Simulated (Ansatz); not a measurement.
**Work function of Li(100): what the settings cost and change**

How thick a slab and how much vacuum does the work function of Li(100) need?

Calculated with Ansatz 0.2.0; plane-wave DFT, PBE, Ansatz PAW.

**1. Starting point**

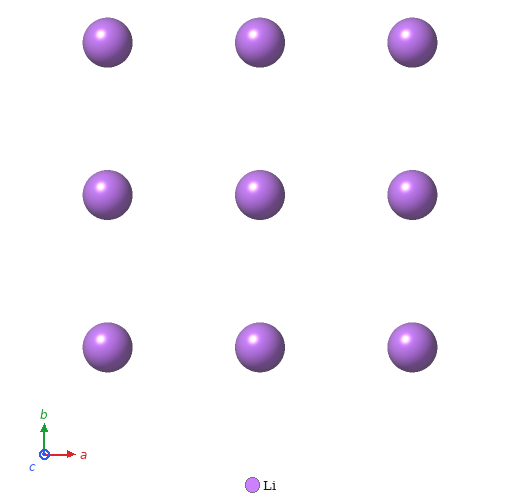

The cell as given, from above (lithium purple). 3×3×1 cells are drawn.

The cell holds 1 atom: 1 Li. Cell: a = 3.490 Å, b = 3.490 Å, c = 18.000 Å, α = 90.0°, β = 90.0°, γ = 90.0°. Vacuum lies along c.

Coordinates:

```cif
data_structure
_symmetry_space_group_name_H-M 'P 1'
_symmetry_Int_Tables_number 1
_cell_length_a 3.4900
_cell_length_b 3.4900
_cell_length_c 18.0000
_cell_angle_alpha 90.000
_cell_angle_beta 90.000
_cell_angle_gamma 90.000
_cell_volume 219.24
loop_
_atom_site_label
_atom_site_type_symbol
_atom_site_fract_x
_atom_site_fract_y
_atom_site_fract_z
_atom_site_occupancy
Li1 Li 0.50000 0.50000 0.50000 1
```

**2. Slab, setting 1 layer**

A work function rests on the faint tail of the density, so the SCF threshold is tight. The slab grows from one layer, at fixed mesh and 18 Å of vacuum; then the vacuum is varied on one slab.

The input, input.yaml:

```yaml
crystal:
  lattice:
    - [3.49, 0.0, 0.0]
    - [0.0, 3.49, 0.0]
    - [0.0, 0.0, 18.0]
  atoms:
    - { symbol: Li, position: [0.5, 0.5, 0.5] }
kpoints:
  mp_grid: { grid: [12, 12, 1] }
hamiltonian:
  xc: pbe
scf:
  occupations: { method: fermi_dirac, width: 0.1 }
  convergence: { dr2_threshold: 1.0e-09 }
efield:
  axis: 3
  dipole_correction: true
  ramp_position: 0.97
  ramp_width: 0.06
output:
  write_potential: true
  write_density: true
  volumetric_format: npy
  elf: true
```

Run with:

```console
ansatz run input.yaml --threads 2 --pin off --max-ram 3072MiB --backend cpu --events-out ev --progress --plain --runs-dir out
```

Numbers of over 12 decimals in the logs are rounded to 6 here.

Log:

```text
Engine: ansatz 0.2.0, x86_64-unknown-linux-gnu
Pseudopotentials: kind: paw
Pseudopotential: Li, paw, valence charge 3, recommended cutoff 420 eV (normal), Li.paw.azcp
Functional definition: PBE
  parameter kappa = 0.804
  parameter beta = 0.066725
  exchange = pbe_x(kappa = kappa, mu = beta*pi^2/3)
  correlation = pbe_c(beta = beta)
Crystal: 1 atoms, lattice volume = 219.242 Å³
Basis set: ecut = 420 eV, 4249 PW (Γ)
Bands: 6, of which v1, the nominal top of the filled ones, is band 2 counted from 1 (1 counted from 0)
Symmetry: 8 space group operations
k-points: 28 of 144
Non-local potential: Li, projectors of the file, l = 0: 3, l = 1: 2, l = 2: 1
PAW form: soft (Blöchl's): semilocal exchange-correlation on the pseudo side does not see the compensation charge
PAW one-centre angular grid: Li, 110 points (default); XC on 64 Gauss nodes
Initial density: superposition of atomic densities (neutral atoms: chi_scale 0, normalization atom), corrected by the library's trained network
Initial wavefunctions: pseudopotential atomic-orbital guess
Functional: x = pbe(κ = 0.804, μ = 0.219515), c = pbe(β = 0.066725)
SCF iter   1: F=—  HF=-203.978057 eV  |F-HF|=—  |Δ(HF+E_count)|=         —  Δρ=3.60e-4  dr2=4.54e-4  ethr=1.77e-3  p=0.000 e·Å  D=1.60e-15 V/Å  ΔV_dip=-0.00 eV  dr2_dipole=3.21e-12  V_vac-E_F(+/−)=3.19/3.19 eV  ⟨swp⟩=5.1  Hψ=1459  notcnv=0
efield: sawtooth ramp at fractional position 0.9700 (set: `efield.ramp_position`, or a place that a band, a saddle search or an elastic batch's reference lends), width 0.0600; the density the first Hamiltonian is built on has a dipole p = 0.000 e·Å; the dipole correction subtracts the counter field D = 1.60e-15 V/Å, which shifts the + side's vacuum level by -0.00 eV against the − side's; the planar-averaged density in the ramp window peaks in size at 4.5e-6 e/Å³
preconditioner: auto → LDOS  [insulator: Δε(μ)=0.290 eV  Ē_g=4.392 eV  σ=0.100 eV  W_gap=0.59  n_scr=6 (ndim 8)  ℏωp=2.5 eV  f_vac=0.664  D(μ)=0.62/eV (n_scr^D=4)  ε∞_Penn≈1.3  β→1.0]
SCF iter   2: F=—  HF=-203.979682 eV  |F-HF|=—  |Δ(HF+E_count)|=   1.63e-3  Δρ=9.42e-5  dr2=5.82e-5  ethr=1.51e-5  p=-0.000 e·Å  D=-5.20e-7 V/Å  ΔV_dip=0.00 eV  dr2_dipole=1.86e-11  V_vac-E_F(+/−)=3.25/3.25 eV  ⟨swp⟩=2.1  Hψ=512  notcnv=0
SCF iter   3: F=—  HF=-203.979726 eV  |F-HF|=—  |Δ(HF+E_count)|=   4.39e-5  Δρ=2.80e-5  dr2=6.30e-6  ethr=1.94e-6  p=0.000 e·Å  D=1.36e-6 V/Å  ΔV_dip=-0.00 eV  dr2_dipole=2.17e-11  V_vac-E_F(+/−)=3.25/3.25 eV  ⟨swp⟩=1.6  Hψ=184  notcnv=0
SCF iter   4: F=—  HF=-203.979728 eV  |F-HF|=—  |Δ(HF+E_count)|=   2.42e-6  Δρ=3.51e-6  dr2=3.94e-8  ethr=2.10e-7  p=-0.000 e·Å  D=-1.23e-6 V/Å  ΔV_dip=0.00 eV  dr2_dipole=1.39e-11  V_vac-E_F(+/−)=3.24/3.24 eV  ⟨swp⟩=1.6  Hψ=184  notcnv=0
SCF iter   5: F=—  HF=-203.979727 eV  |F-HF|=—  |Δ(HF+E_count)|=   1.26e-6  Δρ=7.06e-7  dr2=1.79e-9  ethr=1.31e-9  p=0.000 e·Å  D=1.92e-7 V/Å  ΔV_dip=-0.00 eV  dr2_dipole=2.63e-13  V_vac-E_F(+/−)=3.24/3.24 eV  ⟨swp⟩=2.2  Hψ=218  notcnv=0
SCF iter   6: F=-203.979727 eV  HF=-203.979727 eV  |F-HF|=9.69e-11  |Δ(HF+E_count)|=   4.86e-9  Δρ=1.46e-7  dr2=9.34e-11  ethr=3.33e-11  p=-0.000 e·Å  D=-7.57e-8 V/Å  ΔV_dip=0.00 eV  dr2_dipole=4.55e-14  V_vac-E_F(+/−)=3.24/3.24 eV  ⟨swp⟩=4.1  Hψ=734  notcnv=0
SCF 1 converged in 6 iterations: F = -203.979727 eV  dr2 = 9.34e-11
  greatest PAW one-centre occupation: 1.000 electrons in one spin orbital (limit 2), on the Li atom at site 0 (counted from 0), in its partial waves of l = 0
WARN: The output density's exchange-correlation potential varies sharply where the density is thin. Do not read a vacuum level from v_tot or v_xc, or from such a field of the output density. On a cell that repeats whose density bears no net charge and no dipole along the vacuum's axis use v_es (v_loc + v_h of the components); under efield.dipole_correction with no amplitude use v_es + v_field, which holds any externa [...]
SCF converged after 6 iterations
Free energy (F): -203.979727 eV
Harris-Foulkes:  -203.979727 eV  (|F-HF|=9.69e-11)
Internal energy: -203.958533 eV  (E = F + TS)
E sigma→0 (E₀):  -203.969130 eV
Entropy (-TS):   -0.021194 eV (-21.194 meV/atom)
Fermi energy:    -2.683003 eV
Dipole field:    D = 0.000000 V/Å  (p = 0.000000 e·Å, saw-weighted, corrected)
Work function:   Φ+ = 3.2393 eV   Φ− = 3.2393 eV
Levels:          The Fermi level and band energies are counted from a zero that moves with the ramp; work functions are not
--- Per-component energies (eV) ---
  E_band       = -104.994987
  E_kinetic    = 19.484563
  E_local      = -309.115043  (includes V_loc(G=0)·N_el)
  E_nonlocal   = -33.394878
  E_hartree    = 120.960362
  E_xc         = -8.813180
  E_vxc        = -11.305712  (∫ρ·V_xc dr)
  E_paw        = -20.944689  (= ΣΔE_a)
  E_vpaw       = -12.584533  (= ΣTr[D̂ρ^β])
  E_aug_tail   = 0.000015  (compensation charges beyond the density's cutoff)
  E_efield     = 0.000000  (sawtooth field / dipole correction)
  E_vefield    = 0.000000  (∫n·V_field dr)
  E_ewald      = 27.864316
  E_smearing   = -0.021194  (= −TS)
  E_closure    = 0.000000  (closes the sum)
  Σ components = -203.979727   (vs F -203.979727, Δ=0.00e0)
--- Band table (eV; the first three rows and the last of 28) ---
  k-point 0: bands = ["-50.7603", "-4.2915", "-1.8794", "0.1517", "0.8312", "1.0931"]
  k-point 1: bands = ["-50.7602", "-4.2205", "-1.7958", "0.2346", "0.9160", "1.1753"]
  k-point 2: bands = ["-50.7600", "-4.0083", "-1.5456", "0.4812", "1.1697", "1.4163"]
  k-point 27: bands = ["-50.7581", "-0.0276", "-0.0276", "2.0155", "2.4898", "2.8727"]
```

It took 7.6 s on 2 threads of AMD EPYC 7R43, shared host; peak memory 0.45 GiB; 8.9 s of CPU time.

This step gave:

| Item | Value |
| --- | --- |
| energy at zero smearing | -203.9691 eV |
| work function, upper face | 3.239 eV |

Running mean over 1.745 Å of the planar mean; the ramp of the sawtooth is left out. Table of electron's electrostatic potential energy less the Fermi level by z:

| z (Å) | electron's electrostatic potential energy less the Fermi level (eV) |
| --- | --- |
| 3 | 3.24 |
| 4 | 3.24 |
| 5 | 3.23 |
| 6 | 3.18 |
| 7 | 2.83 |
| 8 | 1.03 |
| 9 | -0.909 |
| 10 | 1.03 |
| 11 | 2.83 |
| 12 | 3.18 |
| 13 | 3.23 |
| 14 | 3.24 |
| 15 | 3.24 |

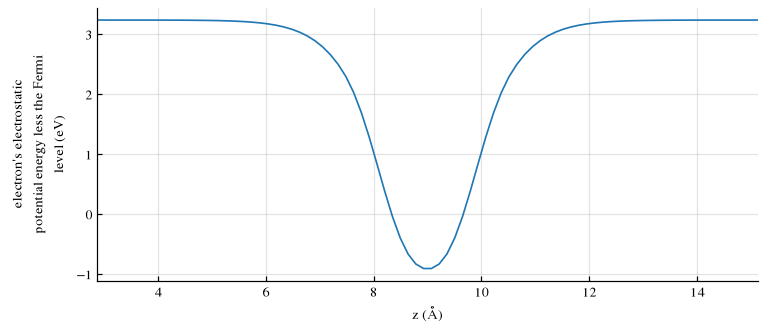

Electron's electrostatic potential energy less the Fermi level, plotted against z.

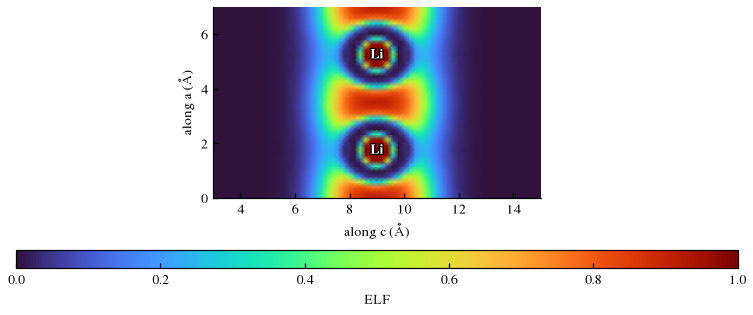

ELF in the ca plane at fractional y = 0.500, with atoms of Li within 0.2 Å of it. It is the smooth field of the valence electrons, not physical close to the nuclei. The far vacuum is left out of the map.

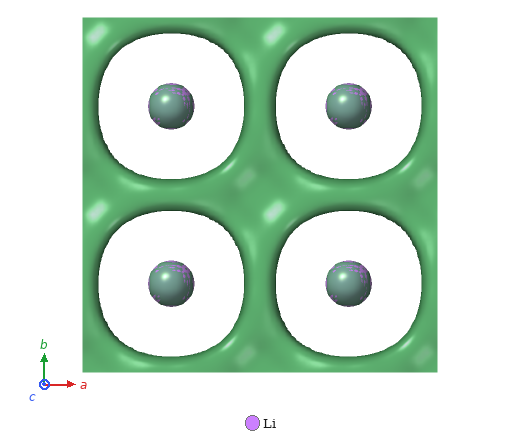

Surface of ELF = 0.85. 2×2×1 cells are drawn.

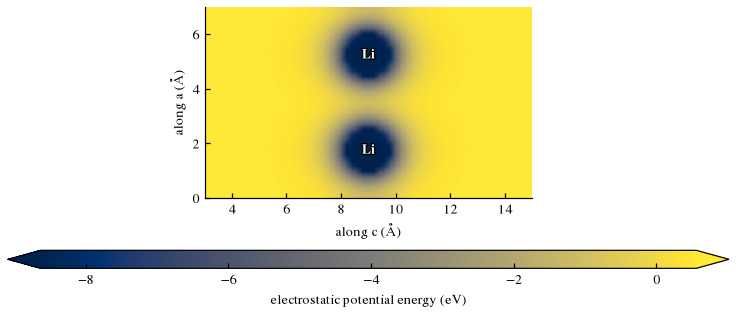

Electrostatic potential energy in the ca plane at fractional y = 0.500, with atoms of Li within 0.2 Å of it. With pseudopotentials it is smooth inside the atoms' cores, unlike the true potential. The far vacuum is left out of the map.

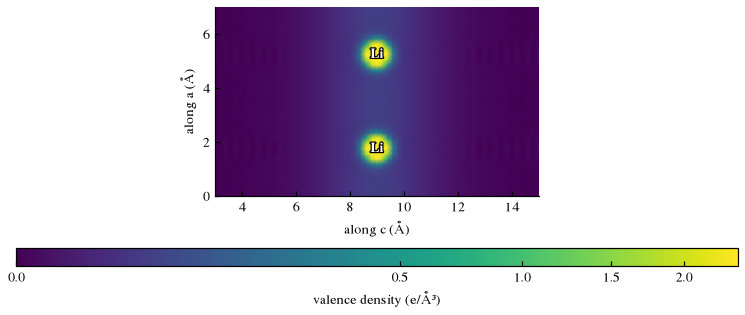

Valence density in the ca plane at fractional y = 0.500, with atoms of Li within 0.2 Å of it. It is the smooth field of the valence electrons, not physical close to the nuclei. The colour scale is stretched toward low values. The far vacuum is left out of the map.

The work function is 3.239 eV.

**3. Slab, 2 atoms**

System of this step: Li(100). The cell holds 2 atoms: 2 Li. Cell: a = 3.490 Å, b = 3.490 Å, c = 19.745 Å, α = 90.0°, β = 90.0°, γ = 90.0°. Vacuum lies along c.

input.yaml, the sections that differ from step 2:

```yaml
crystal:
  lattice:
    - [3.49, 0.0, 0.0]
    - [0.0, 3.49, 0.0]
    - [0.0, 0.0, 19.745]
  atoms:
    - { symbol: Li, position: [0.5, 0.5, 0.4558115979] }
    - { symbol: Li, position: [0.0, 0.0, 0.5441884021] }
output:
  write_potential: true
  write_density: true
  volumetric_format: npy
# kpoints, hamiltonian, scf, efield: as in step 2
```

Log:

```text
[...]
Crystal: 2 atoms, lattice volume = 240.496 Å³
Basis set: ecut = 420 eV, 4653 PW (Γ)
Bands: 7, of which v1, the nominal top of the filled ones, is band 3 counted from 1 (2 counted from 0)
Symmetry: 8 space group operations
k-points: 28 of 144
[...]
Free energy (F): -408.670214 eV
[...]
Internal energy: -408.625899 eV  (E = F + TS)
E sigma→0 (E₀):  -408.648056 eV
Entropy (-TS):   -0.044315 eV (-22.158 meV/atom)
Fermi energy:    -2.212028 eV
Dipole field:    D = 0.000001 V/Å  (p = 0.000001 e·Å, saw-weighted, corrected)
Work function:   Φ+ = 3.0416 eV   Φ− = 3.0415 eV
[...]
--- Band table (eV; the first three rows and the last of 28) ---
[...]
[key lines of the parts left out:]
SCF converged after 6 iterations
```

Elapsed: 9.3 s, on 2 threads; peak memory 0.43 GiB; 12 s of CPU time.

The work function is 3.042 eV, -0.198 eV from the run “1 layer”, at 1.3 times its CPU time.

**4. Slab, 3 atoms**

System of this step: Li(100). The cell holds 3 atoms: 3 Li. Cell: a = 3.490 Å, b = 3.490 Å, c = 21.490 Å, α = 90.0°, β = 90.0°, γ = 90.0°. Vacuum lies along c.

input.yaml, the sections that differ from step 3:

```yaml
crystal:
  lattice:
    - [3.49, 0.0, 0.0]
    - [0.0, 3.49, 0.0]
    - [0.0, 0.0, 21.49]
  atoms:
    - { symbol: Li, position: [0.0, 0.0, 0.4187994416] }
    - { symbol: Li, position: [0.5, 0.5, 0.5] }
    - { symbol: Li, position: [0.0, 0.0, 0.5812005584] }
# kpoints, hamiltonian, scf, efield, output: as in step 3
```

Log:

```text
[...]
Crystal: 3 atoms, lattice volume = 261.750 Å³
Basis set: ecut = 420 eV, 5083 PW (Γ)
Bands: 9, of which v1, the nominal top of the filled ones, is band 5 counted from 1 (4 counted from 0)
Symmetry: 8 space group operations
k-points: 28 of 144
[...]
Free energy (F): -613.383399 eV
[...]
Internal energy: -613.335083 eV  (E = F + TS)
E sigma→0 (E₀):  -613.359241 eV
Entropy (-TS):   -0.048316 eV (-16.105 meV/atom)
Fermi energy:    -1.882832 eV
Dipole field:    D = -0.000000 V/Å  (p = -0.000000 e·Å, saw-weighted, corrected)
Work function:   Φ+ = 2.9294 eV   Φ− = 2.9295 eV
[...]
--- Band table (eV; the first three rows and the last of 28) ---
[...]
[key lines of the parts left out:]
SCF converged after 6 iterations
```

It took 11 s on 2 threads; peak memory 0.44 GiB.

The work function is 2.929 eV, -0.112 eV from the run “2 layers”, at 1.1 times its CPU time.

**5. Run, 4 atoms**

System of this step: Li(100). The cell holds 4 atoms: 4 Li. Its edges and angles: a = 3.490 Å, b = 3.490 Å, c = 23.235 Å, α = 90.0°, β = 90.0°, γ = 90.0°. Vacuum lies along c.

input.yaml, the sections that differ from step 4:

```yaml
crystal:
  lattice:
    - [3.49, 0.0, 0.0]
    - [0.0, 3.49, 0.0]
    - [0.0, 0.0, 23.235]
  atoms:
    - { symbol: Li, position: [0.5, 0.5, 0.3873466753] }
    - { symbol: Li, position: [0.0, 0.0, 0.4624488918] }
    - { symbol: Li, position: [0.5, 0.5, 0.5375511082] }
    - { symbol: Li, position: [0.0, 0.0, 0.6126533247] }
# kpoints, hamiltonian, scf, efield, output: as in step 4
```

Log:

```text
[...]
Crystal: 4 atoms, lattice volume = 283.005 Å³
Basis set: ecut = 420 eV, 5441 PW (Γ)
Bands: 10, of which v1, the nominal top of the filled ones, is band 6 counted from 1 (5 counted from 0)
Symmetry: 8 space group operations
k-points: 28 of 144
[...]
Free energy (F): -818.062616 eV
[...]
Internal energy: -817.985749 eV  (E = F + TS)
E sigma→0 (E₀):  -818.024182 eV
Entropy (-TS):   -0.076867 eV (-19.217 meV/atom)
Fermi energy:    -1.782222 eV
Dipole field:    D = 0.000000 V/Å  (p = 0.000000 e·Å, saw-weighted, corrected)
Work function:   Φ+ = 3.0976 eV   Φ− = 3.0976 eV
[...]
--- Band table (eV; the first three rows and the last of 28) ---
[...]
[key lines of the parts left out:]
SCF converged after 7 iterations
```

Wall time 14 s (2 threads); peak memory 0.47 GiB; 17 s of CPU time.

The work function is 3.098 eV, +0.168 eV from the run “3 layers”, at 1.3 times its CPU time.

**6. Slab, 5 atoms**

System of this step: Li(100). The cell holds 5 atoms: 5 Li. Cell: a = 3.490 Å, b = 3.490 Å, c = 24.980 Å, α = 90.0°, β = 90.0°, γ = 90.0°. Vacuum lies along c.

input.yaml, the sections that differ from step 5:

```yaml
crystal:
  lattice:
    - [3.49, 0.0, 0.0]
    - [0.0, 3.49, 0.0]
    - [0.0, 0.0, 24.98]
  atoms:
    - { symbol: Li, position: [0.0, 0.0, 0.3602882306] }
    - { symbol: Li, position: [0.5, 0.5, 0.4301441153] }
    - { symbol: Li, position: [0.0, 0.0, 0.5] }
    - { symbol: Li, position: [0.5, 0.5, 0.5698558847] }
    - { symbol: Li, position: [0.0, 0.0, 0.6397117694] }
# kpoints, hamiltonian, scf, efield, output: as in step 5
```

Log:

```text
[...]
Crystal: 5 atoms, lattice volume = 304.259 Å³
Basis set: ecut = 420 eV, 5903 PW (Γ)
Bands: 13, of which v1, the nominal top of the filled ones, is band 8 counted from 1 (7 counted from 0)
Symmetry: 8 space group operations
k-points: 28 of 144
[...]
k-point 1: bands = [... 4 lower, -48.0933, -4.7313, -3.9947, -2.8082, -1.5257, -0.2728, 1.0415, 1.3952, ... 1 higher]
  k-point 2: bands = [... 4 lower, -48.0937, -4.5366, -3.7999, -2.6121, -1.3269, -0.0780, 1.2226, 1.5872, ... 1 higher]
  k-point 27: bands = [... 4 lower, -48.0940, -0.9741, -0.9741, -0.0583, -0.0583, 1.5162, 1.5162, 1.5351, ... 1 higher]
[key lines of the parts left out:]
SCF converged after 6 iterations
Free energy (F): -1022.756097 eV
Fermi energy:    -1.516715 eV
Dipole field:    D = -0.000000 V/Å  (p = -0.000000 e·Å, saw-weighted, corrected)
Work function:   Φ+ = 2.9639 eV   Φ− = 2.9639 eV
```

The job ended after 19 s (2 threads; peak memory 0.49 GiB).

The work function is 2.964 eV, -0.134 eV from the run “4 layers”, at 1.4 times its CPU time.

**7. Slab, 6 atoms**

System of this step: Li(100). The cell holds 6 atoms: 6 Li. Its edges and angles: a = 3.490 Å, b = 3.490 Å, c = 26.725 Å, α = 90.0°, β = 90.0°, γ = 90.0°. Vacuum lies along c.

input.yaml, the sections that differ from step 6:

```yaml
crystal:
  lattice:
    - [3.49, 0.0, 0.0]
    - [0.0, 3.49, 0.0]
    - [0.0, 0.0, 26.725]
  atoms:
    - { symbol: Li, position: [0.5, 0.5, 0.3367633302] }
    - { symbol: Li, position: [0.0, 0.0, 0.4020579981] }
    - { symbol: Li, position: [0.5, 0.5, 0.467352666] }
    - { symbol: Li, position: [0.0, 0.0, 0.532647334] }
    - { symbol: Li, position: [0.5, 0.5, 0.5979420019] }
    - { symbol: Li, position: [0.0, 0.0, 0.6632366698] }
# kpoints, hamiltonian, scf, efield, output: as in step 6
```

Log:

```text
[...]
Crystal: 6 atoms, lattice volume = 325.513 Å³
Basis set: ecut = 420 eV, 6293 PW (Γ)
Bands: 15, of which v1, the nominal top of the filled ones, is band 9 counted from 1 (8 counted from 0)
Symmetry: 8 space group operations
k-points: 28 of 144
[...]
k-point 1: bands = [... 5 lower, -47.9723, -4.6700, -4.1274, -3.2118, -2.0750, -0.9442, 0.2361, 1.3114, ... 2 higher]
  k-point 2: bands = [... 5 lower, -47.9731, -4.4754, -3.9330, -3.0178, -1.8809, -0.7512, 0.4148, 1.4879, ... 2 higher]
  k-point 27: bands = [... 5 lower, -47.9760, -0.9250, -0.9250, -0.2498, -0.2498, 0.9210, 0.9210, 1.6823, ... 2 higher]
[key lines of the parts left out:]
SCF converged after 6 iterations
Free energy (F): -1227.455285 eV
Fermi energy:    -1.408270 eV
Dipole field:    D = 0.000001 V/Å  (p = 0.000002 e·Å, saw-weighted, corrected)
Work function:   Φ+ = 3.0364 eV   Φ− = 3.0364 eV
```

Wall time 20 s (2 threads); peak memory 0.52 GiB; 27 s of CPU time.

The work function is 3.036 eV, +0.073 eV from the run “5 layers”, at 1.1 times its CPU time.

**8. Slab, 8 atoms**

System of this step: Li(100). The cell holds 8 atoms: 8 Li. Cell: a = 3.490 Å, b = 3.490 Å, c = 30.215 Å, α = 90.0°, β = 90.0°, γ = 90.0°. Vacuum lies along c.

input.yaml, the sections that differ from step 7:

```yaml
crystal:
  lattice:
    - [3.49, 0.0, 0.0]
    - [0.0, 3.49, 0.0]
    - [0.0, 0.0, 30.215]
  atoms:
    - { symbol: Li, position: [0.5, 0.5, 0.2978652987] }
    - { symbol: Li, position: [0.0, 0.0, 0.3556180705] }
    - { symbol: Li, position: [0.5, 0.5, 0.4133708423] }
    - { symbol: Li, position: [0.0, 0.0, 0.4711236141] }
    - { symbol: Li, position: [0.5, 0.5, 0.5288763859] }
    - { symbol: Li, position: [0.0, 0.0, 0.5866291577] }
    - { symbol: Li, position: [0.5, 0.5, 0.6443819295] }
    - { symbol: Li, position: [0.0, 0.0, 0.7021347013] }
# kpoints, hamiltonian, scf, efield, output: as in step 7
```

Log:

```text
[...]
Crystal: 8 atoms, lattice volume = 368.022 Å³
Basis set: ecut = 420 eV, 7105 PW (Γ)
Bands: 20, of which v1, the nominal top of the filled ones, is band 12 counted from 1 (11 counted from 0)
Symmetry: 8 space group operations
k-points: 28 of 144
[...]
k-point 1: bands = [... 8 lower, -4.4560, -4.1319, -3.5676, -2.7898, -1.8747, -0.9330, 0.0333, 1.0870, ... 4 higher]
  k-point 2: bands = [... 8 lower, -4.2614, -3.9375, -3.3740, -2.5977, -1.6845, -0.7458, 0.2086, 1.2272, ... 4 higher]
  k-point 27: bands = [... 8 lower, -0.7258, -0.7258, -0.3181, -0.3181, 0.3932, 0.3932, 1.3981, 1.3981, ... 4 higher]
[key lines of the parts left out:]
SCF converged after 7 iterations
Free energy (F): -1636.836877 eV
Fermi energy:    -1.116986 eV
Dipole field:    D = -0.000000 V/Å  (p = -0.000000 e·Å, saw-weighted, corrected)
Work function:   Φ+ = 2.9902 eV   Φ− = 2.9902 eV
```

Run time: 32 s. Hardware: 2 threads; peak memory 0.6 GiB; 42 s of CPU time.

The work function is 2.990 eV, -0.046 eV from the run “6 layers”, at 1.6 times its CPU time.

(Continued in part 2 of 2.)

[Logs are printed without paths, hosts, clocks, repeated set-up lines and the standing remarks that a program may print on its own settings, such as how far it seeks lower states.]

[Hosts, paths, dates, database ids (printed as entryN), source tags and the programs' standing remarks are cut or masked in the printed files.]

[Maps of the electrostatic potential energy from Ansatz leave out the sawtooth potential of an applied field or a dipole correction, so their vacuum need not be flat; planar profiles and work functions include it.]
